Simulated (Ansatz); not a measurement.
## Molecular dynamics, with input and output: NbHOF$_{4}$ (part 1 of 2)

System: NbHOF$_{4}$, SMILES [OH][Nb]([F])([F])([F])[F].
Method: RKS r2SCAN-d4/def2-SVP (Ansatz 0.2.0).

The geometry comes from this level: PBE0-D4/def2-TZVP. Figures and captions count atoms from 1; the log counts them from 0 in places.

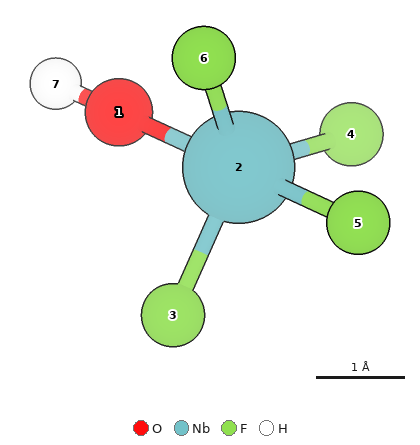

Figure 1. The input geometry (ball-and-stick view, seen at a tilt; atoms are numbered from 1 in the order of the input). Sticks mark near contacts. Bond lengths as drawn: F–Nb 1.84 to 1.87 Å, H–O 0.95 Å and Nb–O 1.86 Å.

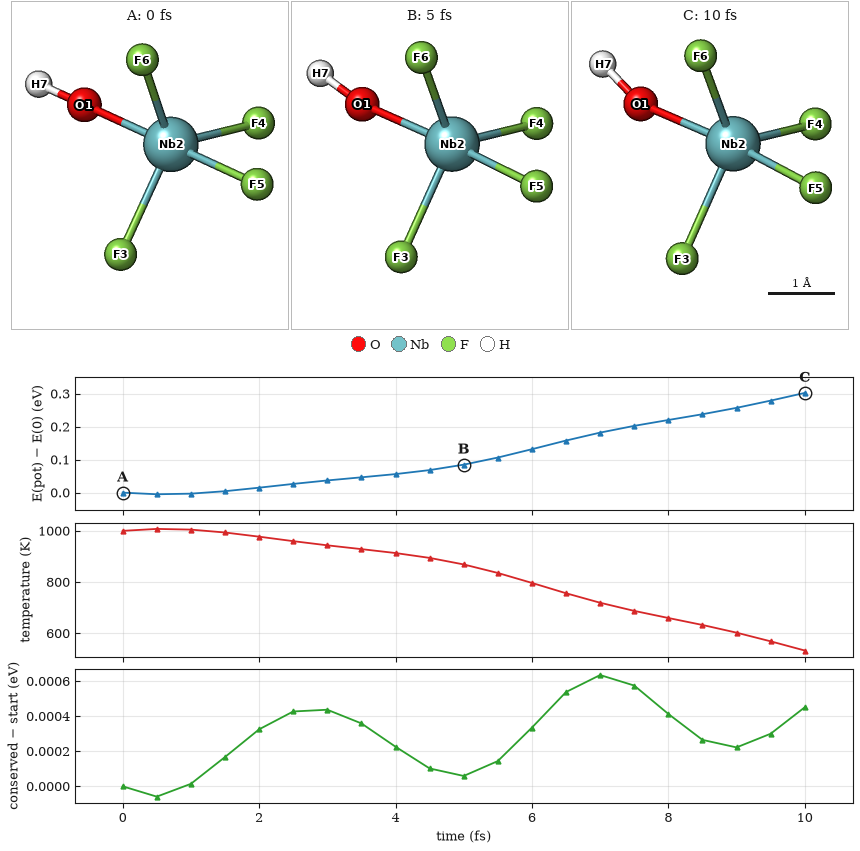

Figure 2. Frames of the molecular dynamics (ball-and-stick, seen at a tilt) above the curves, on which the letters mark them. The trajectory kept here has 21 frames over 10 fs. The temperature starts at 1000 K, ranges from 533 to 1008 K and averages 696 K over the second half. The potential energy ends 0.302 eV above its first value. The conserved quantity stays within 0.00069 eV. After an unweighted best fit of the last frame on the first, the root-mean-square displacement is 0.12 Å.

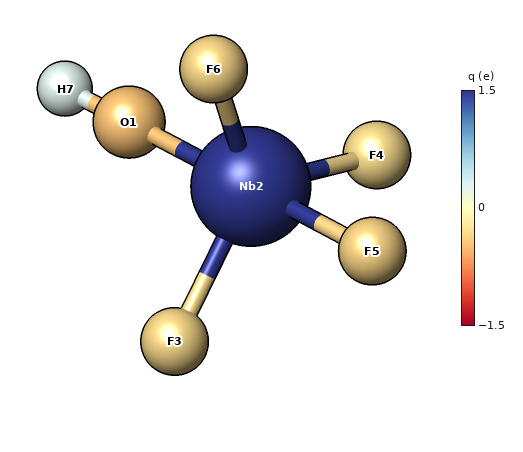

Figure 3. Mulliken charges, as the colour of each atom (ball-and-stick view, seen at a tilt; atoms are numbered from 1 in the order of the input). By element: O −0.45, Nb +1.47, F −0.34 to −0.29 and H +0.25 e.

The input and output of the run follow.

### The input
```yaml
crystal:
  periodic: [false, false, false]
  atoms:
    - {symbol: O, position_ang: [0.078709, -1.349069, 0.629220]}
    - {symbol: Nb, position_ang: [-0.012426, 0.323834, -0.172841]}
    - {symbol: F, position_ang: [1.733847, 0.207150, -0.750884]}
    - {symbol: F, position_ang: [-1.379048, -0.206691, -1.288488]}
    - {symbol: F, position_ang: [-0.092951, 2.018742, -0.965139]}
    - {symbol: F, position_ang: [-0.406079, 1.133503, 1.435872]}
    - {symbol: H, position_ang: [0.139149, -2.195669, 1.066460]}
basis:
  gaussian: {orbitals: def2-SVP}
hamiltonian: {xc: {name: r2SCAN}, dispersion: d4}
md: {timestep: 0.5 fs, n_steps: 20, ensemble: nve, temperature: 1000, initial_velocities: maxwell_boltzmann, seed: 78}
```

Launched with:
```bash
ansatz run in.yaml --threads 4 --pin off --events-out ev --progress --plain --max-ram 10444MiB
```

### What the program printed
```
Functional definition: r2SCAN
  name "r2SCAN"
  cite "Furness, Kaplan, Ning, Perdew & Sun, J. Phys. Chem. Lett. 11, 8208 (2020) doi:10.1021/acs.jpclett.0c02405"
  cite "Furness, Kaplan, Ning, Perdew & Sun, J. Phys. Chem. Lett. 11, 9248 (2020) doi:10.1021/acs.jpclett.0c03077"
  parent r2scan
  parameter k0 = 0.174
  parameter k1 = 0.065
  parameter a1 = 4.9479
  exchange = r2scan_x(k0 = k0, k1 = k1, a1 = a1)
  correlation = r2scan_c
1070 factors; their error is unknown
mean field evaluation 1: about -14463.2338 eV, gradient 8.4e1 eV
mean field evaluation 2: about -14291.2198 eV, gradient 2.8e2 eV
mean field evaluation 4: about -14473.9070 eV, gradient 2.8e1 eV
mean field evaluation 8: about -14475.2562 eV, gradient 2.9e-1 eV
mean field evaluation 16: about -14475.2174 eV, gradient 7.2e-5 eV
mean field -14475.21739117 eV, -531.9544274707 hartree, gradient 4.0e-5 eV, S^2 0.000000; 0 other end points of the search recorded, 0 dependent functions left out
the calculation of the forces begins
reference -14475.21742019 eV, -531.9544285373 hartree; 29, 29 occupied and 77, 77 virtual orbitals, 1070 factors
md step     0: t =     0.00 fs  T =  1000.0 K  F+E_penalty+E_count = -14475.24868311 eV  E_kin = 0.646300 eV  conserved = -14474.60238312 eV  (30 SCF iters)
these checks for a lower state are left out or cut short: starts, cluster_reference, orbital_swaps, neighbouring_geometries, increment
1070 factors; their error is unknown
mean field -14475.22239375 eV, -531.9546113121 hartree, gradient 7.5e-6 eV, S^2 0.000000; 0 other end points of the search recorded, 0 dependent functions left out
[... from here on the field's lines of each further geometry are left out, up to the last ...]
md step     1: t =     0.50 fs  T =  1007.6 K  F+E_penalty+E_count = -14475.25363877 eV  E_kin = 0.651197 eV  conserved = -14474.60244174 eV  (32 SCF iters)
md step     2: t =     1.00 fs  T =  1004.9 K  F+E_penalty+E_count = -14475.25182131 eV  E_kin = 0.649452 eV  conserved = -14474.60236923 eV  (33 SCF iters)
md step     3: t =     1.50 fs  T =   993.6 K  F+E_penalty+E_count = -14475.24436864 eV  E_kin = 0.642152 eV  conserved = -14474.60221649 eV  (33 SCF iters)
md step     4: t =     2.00 fs  T =   977.3 K  F+E_penalty+E_count = -14475.23368354 eV  E_kin = 0.631626 eV  conserved = -14474.60205783 eV  (33 SCF iters)
md step     5: t =     2.50 fs  T =   959.8 K  F+E_penalty+E_count = -14475.22227329 eV  E_kin = 0.620317 eV  conserved = -14474.60195635 eV  (33 SCF iters)
md step     6: t =     3.00 fs  T =   943.5 K  F+E_penalty+E_count = -14475.21174067 eV  E_kin = 0.609795 eV  conserved = -14474.60194560 eV  (33 SCF iters)
md step     7: t =     3.50 fs  T =   928.7 K  F+E_penalty+E_count = -14475.20223778 eV  E_kin = 0.600213 eV  conserved = -14474.60202438 eV  (33 SCF iters)
md step     8: t =     4.00 fs  T =   913.4 K  F+E_penalty+E_count = -14475.19248584 eV  E_kin = 0.590329 eV  conserved = -14474.60215732 eV  (33 SCF iters)
md step     9: t =     4.50 fs  T =   894.4 K  F+E_penalty+E_count = -14475.18035159 eV  E_kin = 0.578071 eV  conserved = -14474.60228109 eV  (34 SCF iters)
md step    10: t =     5.00 fs  T =   868.8 K  F+E_penalty+E_count = -14475.16385919 eV  E_kin = 0.561535 eV  conserved = -14474.60232385 eV  (34 SCF iters)
md step    11: t =     5.50 fs  T =   835.6 K  F+E_penalty+E_count = -14475.14231322 eV  E_kin = 0.540074 eV  conserved = -14474.60223917 eV  (33 SCF iters)
md step    12: t =     6.00 fs  T =   796.7 K  F+E_penalty+E_count = -14475.11698022 eV  E_kin = 0.514932 eV  conserved = -14474.60204783 eV  (33 SCF iters)
md step    13: t =     6.50 fs  T =   756.5 K  F+E_penalty+E_count = -14475.09074183 eV  E_kin = 0.488897 eV  conserved = -14474.60184499 eV  (33 SCF iters)
md step    14: t =     7.00 fs  T =   719.3 K  F+E_penalty+E_count = -14475.06664518 eV  E_kin = 0.464898 eV  conserved = -14474.60174757 eV  (33 SCF iters)
md step    15: t =     7.50 fs  T =   687.5 K  F+E_penalty+E_count = -14475.04615841 eV  E_kin = 0.444351 eV  conserved = -14474.60180757 eV  (33 SCF iters)
md step    16: t =     8.00 fs  T =   659.8 K  F+E_penalty+E_count = -14475.02839990 eV  E_kin = 0.426430 eV  conserved = -14474.60196974 eV  (33 SCF iters)
md step    17: t =     8.50 fs  T =   632.6 K  F+E_penalty+E_count = -14475.01094844 eV  E_kin = 0.408831 eV  conserved = -14474.60211780 eV  (33 SCF iters)
md step    18: t =     9.00 fs  T =   602.5 K  F+E_penalty+E_count = -14474.99157274 eV  E_kin = 0.389412 eV  conserved = -14474.60216098 eV  (33 SCF iters)
md step    19: t =     9.50 fs  T =   568.7 K  F+E_penalty+E_count = -14474.96961784 eV  E_kin = 0.367535 eV  conserved = -14474.60208319 eV  (32 SCF iters)
the calculation of the forces begins
reference -14474.91564626 eV, -531.9433385498 hartree; 29, 29 occupied and 77, 77 virtual orbitals, 1070 factors
1070 factors; their error is unknown
mean field evaluation 192: about -14474.9156 eV, gradient 6.4e-2 eV
mean field -14474.91561709 eV, -531.9433374779 hartree, gradient 1.0e-5 eV, S^2 0.000000; 1 other end points of the search recorded, 0 dependent functions left out
the calculation of the forces begins
reference -14474.91564626 eV, -531.9433385498 hartree; 29, 29 occupied and 77, 77 virtual orbitals, 1070 factors
md step    20: t =    10.00 fs  T =   532.8 K  F+E_penalty+E_count = -14474.94628995 eV  E_kin = 0.344358 eV  conserved = -14474.60193169 eV  (33 SCF iters)
Total energy: -14474.94631912 eV, -531.9444657568 hartree
Atom 0 at     0.102700    -1.398878     0.667195 Å, force    -0.489401     1.101240    -0.222846 eV/Å
Atom 1 at    -0.036874     0.335679    -0.184820 Å, force     2.197886    -0.187384     1.127145 eV/Å
Atom 2 at     1.760737     0.193670    -0.820140 Å, force    -1.715498     0.061375     0.608245 eV/Å
Atom 3 at    -1.356293    -0.313452    -1.296278 Å, force    -0.079565     0.434769    -0.069177 eV/Å
Atom 4 at    -0.011487     2.113726    -0.940932 Å, force    -0.392715    -1.481609     0.587952 eV/Å
Atom 5 at    -0.424615     1.140834     1.505611 Å, force     0.181763    -0.643681    -1.510350 eV/Å
Atom 6 at    -0.110064    -2.158979     1.249325 Å, force     0.297530     0.715291    -0.520969 eV/Å
Dipole moment:    -0.192982    -0.591098     0.294343 e Å
```

### Trajectory as extended XYZ (Å, eV, eV/Å), 21 frames, from step=0 to step=20
```
7
Properties=species:S:1:pos:R:3:forces:R:3 step=0 time_fs=0.0 energy=-14475.24868 temperature=1000.0
O     0.0787   -1.3491    0.6292   -0.0030  -0.0215   0.0070
Nb   -0.0124    0.3238   -0.1728   -0.0025   0.1052  -0.0500
F     1.7338    0.2072   -0.7509    0.3096  -0.0135  -0.1040
F    -1.3790   -0.2067   -1.2885   -0.2461  -0.0885  -0.2042
F    -0.0930    2.0187   -0.9651   -0.0130   0.2246  -0.1073
F    -0.4061    1.1335    1.4359   -0.0680   0.1493   0.2820
H     0.1391   -2.1957    1.0665    0.0229  -0.3556   0.1764
7
Properties=species:S:1:pos:R:3:forces:R:3 step=1 time_fs=0.5 energy=-14475.25364 temperature=1007.6
O     0.0801   -1.3519    0.6312   -0.0046  -0.2717   0.1537
Nb   -0.0139    0.3244   -0.1736    0.1670   0.0809   0.0520
F     1.7359    0.2064   -0.7546    0.1632  -0.0059  -0.0578
F    -1.3776   -0.2121   -1.2886   -0.2515  -0.0627  -0.2109
F    -0.0887    2.0241   -0.9642   -0.0322   0.1094  -0.0574
F    -0.4071    1.1341    1.4400   -0.0484   0.0927   0.1586
H     0.1257   -2.2026    1.0804    0.0066   0.0573  -0.0382
7
Properties=species:S:1:pos:R:3:forces:R:3 step=2 time_fs=1.0 energy=-14475.25182 temperature=1004.9
O     0.0815   -1.3548    0.6331   -0.0197  -0.5031   0.2983
Nb   -0.0154    0.3250   -0.1743    0.3328   0.0578   0.1517
F     1.7380    0.2057   -0.7583    0.0192   0.0014  -0.0120
F    -1.3762   -0.2176   -1.2888   -0.2557  -0.0370  -0.2164
F    -0.0844    2.0295   -0.9632   -0.0516  -0.0044  -0.0085
F    -0.4081    1.1347    1.4441   -0.0293   0.0372   0.0368
H     0.1122   -2.2095    1.0943    0.0043   0.4482  -0.2500
7
Properties=species:S:1:pos:R:3:forces:R:3 step=3 time_fs=1.5 energy=-14475.24437 temperature=993.6
O     0.0829   -1.3577    0.6351   -0.0476  -0.6695   0.4146
Nb   -0.0168    0.3256   -0.1750    0.4942   0.0357   0.2486
F     1.7401    0.2050   -0.7620   -0.1220   0.0083   0.0334
F    -1.3749   -0.2231   -1.2890   -0.2583  -0.0115  -0.2203
F    -0.0802    2.0349   -0.9623   -0.0711  -0.1168   0.0395
F    -0.4091    1.1354    1.4482   -0.0108  -0.0174  -0.0832
H     0.0988   -2.2152    1.1076    0.0156   0.7711  -0.4326
7
Properties=species:S:1:pos:R:3:forces:R:3 step=4 time_fs=2.0 energy=-14475.23368 temperature=977.3
O     0.0842   -1.3608    0.6372   -0.0851  -0.7422   0.4841
Nb   -0.0183    0.3262   -0.1758    0.6505   0.0147   0.3421
F     1.7422    0.2043   -0.7657   -0.2601   0.0149   0.0783
F    -1.3736   -0.2285   -1.2892   -0.2591   0.0141  -0.2224
F    -0.0760    2.0402   -0.9613   -0.0906  -0.2275   0.0865
F    -0.4101    1.1360    1.4523    0.0073  -0.0709  -0.2011
H     0.0854   -2.2191    1.1199    0.0371   0.9970  -0.5675
```
